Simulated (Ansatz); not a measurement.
Base system: Si in the diamond structure (space group Fd-3m, No. 227; a = 5.4338 Å).

Perturbation: full substitution Si → C; the structure is relaxed again.

The values are results of Ansatz (a quantum-chemistry and plane-wave program), PBEsol, PAW, cutoff 420 eV, no spin-orbit coupling, not measurements.

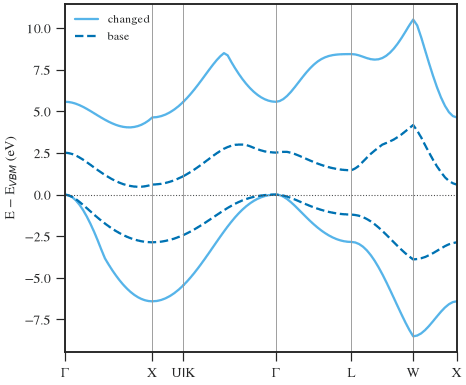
Highest valence and lowest conduction band along the path, each from its own valence-band maximum

### Question
Read the changed gap and its character from the plot.

### Answer
About 4.0 eV, indirect, Γ → Γ–X (75 % along).

Stability against distortions was not tested.
